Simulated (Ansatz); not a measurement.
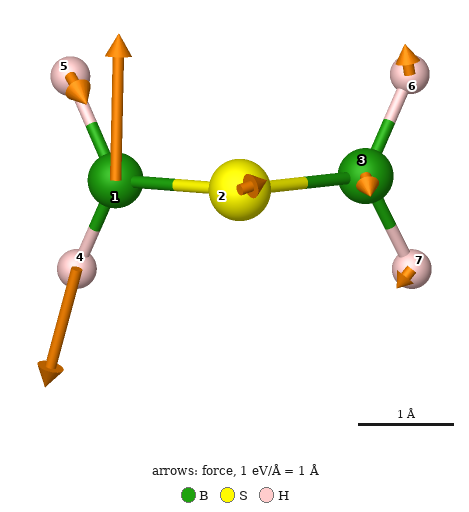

Starting geometry of B2H4S with the computed forces as orange arrows. The picture is a ball-and-stick view, seen face on.

The run prepares the start of a later molecular dynamics calculation, from a guessed geometry.

The calculation used RKS PBE-D4/def2-SVP (Ansatz).

Input
```yaml
crystal:
  periodic: [false, false, false]
  atoms:
    - { symbol: B, position_ang: [-1.2223, -0.1735, -0.4721] }
    - { symbol: S, position_ang: [-0.4039, -0.7185, 1.0769] }
    - { symbol: B, position_ang: [1.1956, 0.0687, 0.5379] }
    - { symbol: H, position_ang: [-1.2077, -0.802, -1.4503] }
    - { symbol: H, position_ang: [-1.8079, 0.9151, -0.5177] }
    - { symbol: H, position_ang: [1.4762, 1.1954, 0.8605] }
    - { symbol: H, position_ang: [2.0313, -0.5532, -0.0809] }
basis:
  gaussian: { orbitals: def2-SVP }
hamiltonian:
  xc: pbe
  dispersion: d4
relax:
  f_tol: 0.02
  max_steps: 40
scf:
  lower_state_search: "off"
```

Run as
```bash
ansatz run input.yaml --threads 1 --pin off --max-ram 2048MiB --backend cpu --events-out ev --progress --plain --runs-dir out
```

**What follows when this structure is relaxed?**

It isn't relaxed: the largest force vector, on B1, is 1.56 eV/Å. The final displacements have little in common with the starting forces (cosine between the two patterns 0.07). The largest move after the best rigid fit is that of S2, 1.27 Å. Largest moves by element: S 1.27 Å, H 1.12 Å, B 0.13 Å. Near-neighbour distances that change, for instance: S2–B3 1.862 → 1.812 Å, B1–H4 1.163 → 1.212 Å, B1–H5 1.237 → 1.212 Å, B1–S2 1.835 → 1.812 Å. Bond angles that change, for instance: B1–S2–B3 90.8° → 103.8°, H4–B1–H5 116.8° → 123.1°, S2–B3–H6 121.2° → 116.5°. Groups turn about S2–B3 by about 90°, B1–S2 by about 90°. After 11 geometry steps the energy has fallen by 29.8 kcal/mol. The largest force component goes from 1.3 to 0.0059 eV/Å.
